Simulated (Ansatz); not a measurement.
## Electronic structure of BH$_{7}$OSi in real space

The calculation's input:

```
crystal:
  periodic: [false, false, false]
  atoms:
    - { symbol: B, position_ang: [-0.059982, 0.303925, 0.025204] }
    - { symbol: H, position_ang: [-0.083441, 0.411662, 1.22156] }
    - { symbol: H, position_ang: [0.943868, 0.592822, -0.573096] }
    - { symbol: H, position_ang: [-1.075659, 0.000147, -0.553825] }
    - { symbol: O, position_ang: [0.439663, -2.126895, 0.767307] }
    - { symbol: Si, position_ang: [-0.656921, -3.033011, -0.122507] }
    - { symbol: H, position_ang: [-0.097928, -4.420367, -0.185515] }
    - { symbol: H, position_ang: [-2.003949, -3.062404, 0.543946] }
    - { symbol: H, position_ang: [-0.81147, -2.506455, -1.519202] }
    - { symbol: H, position_ang: [0.051118, -1.440825, 1.37303] }
basis:
  gaussian: { orbitals: "6-31G*" }
hamiltonian:
  xc: lda
relax:
  f_tol: 0.03
  max_steps: 50
output:
  orbitals: {}
```

Command:

```sh
ansatz run input.yaml --threads 1 --pin off --max-ram 2048MiB --backend cpu --events-out ev --progress --plain --runs-dir out
```

The fields are those of the run's last geometry, not of the input's.

Method: RKS LDA/6-31G* in Ansatz.

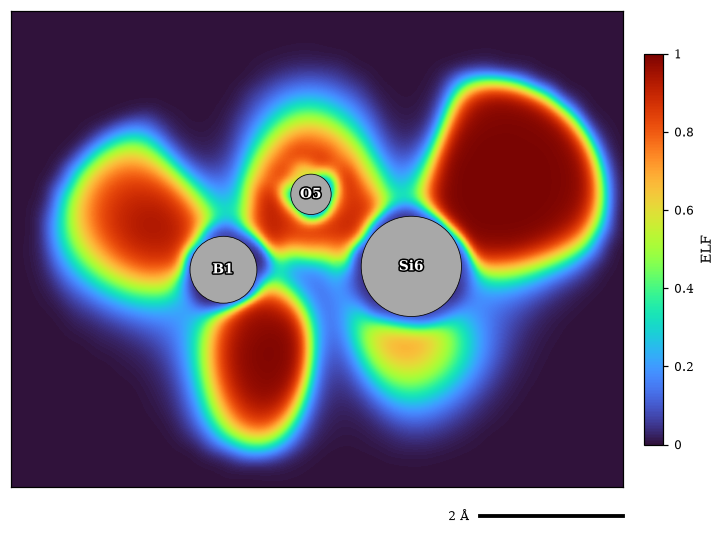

Figure 1. ELF on the plane of atoms B1, O5 and Si6. Grey discs cover the atomic cores.

### Interpret the plot.

The section cuts through B, O and Si sites. B–O (1.61 Å): the ELF peaks at about 0.90 between the atoms (a shared but strongly polarised pair). Si–O (1.72 Å): the ELF peaks at about 0.90 between the atoms: a shared but strongly polarised pair.

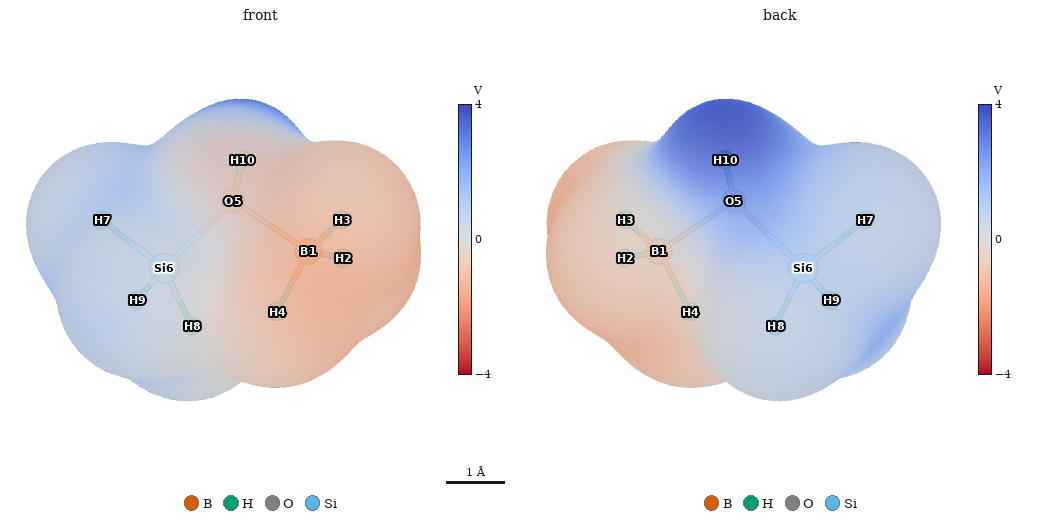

Figure 2. The electrostatic potential painted on the density surface at 0.002 e/bohr³, seen from the front and from behind; red is negative and blue positive.

### Describe the electrostatic potential map.

The most negative region (about −1.4 V) lies over H3, the most positive (about +3.7 V) over H10.

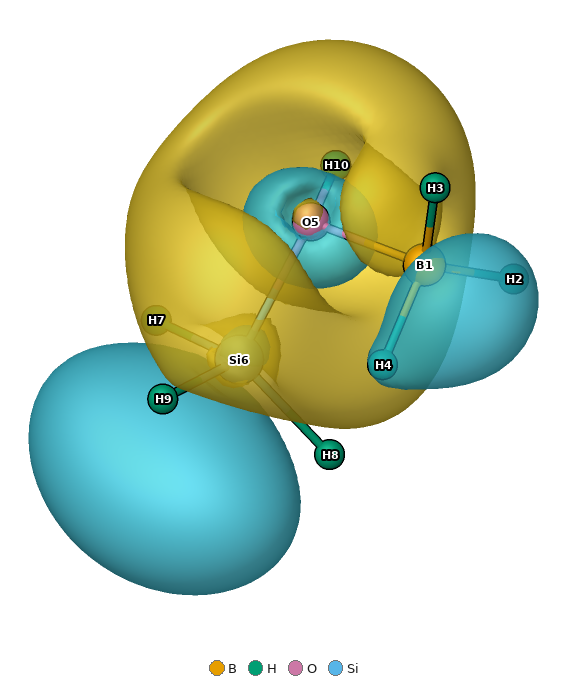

Figure 3. The LUMO at ±0.08 Å⁻³ᐟ² (yellow and cyan are the two phases), seen at an oblique angle.

### What is the character of this orbital?

Its weight (Hirshfeld) is mainly on Si6 (about 45 %), O5 (about 15 %), H10 (about 15 %) and B1 (about 10 %). Its energy is −1.55 eV.
